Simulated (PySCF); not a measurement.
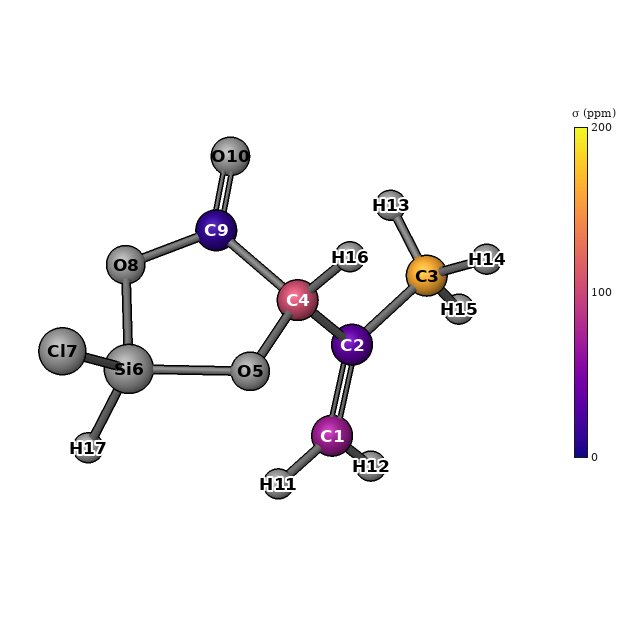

Atoms are coloured by their isotropic NMR shieldings (C only, the others grey). The geometry was computed by an optimisation with GFN2-xTB. No frequency run is at hand to confirm it as a minimum. Method: GIAO PBE0/pcSseg-1 NMR shielding, non-relativistic, gas phase (PySCF 2.14.0).

Give the isotropic NMR shieldings of the C atoms atom by atom.

```tsv
atom	σ (ppm)
C1	72.0
C2	34.8
C3	163.2
C4	105.9
C9	12.9
```

The geometry is semi-empirical. Around Si such bond lengths and angles can be off by a tenth of an ångström or more and by several degrees, and values that hang on the shape move with them.
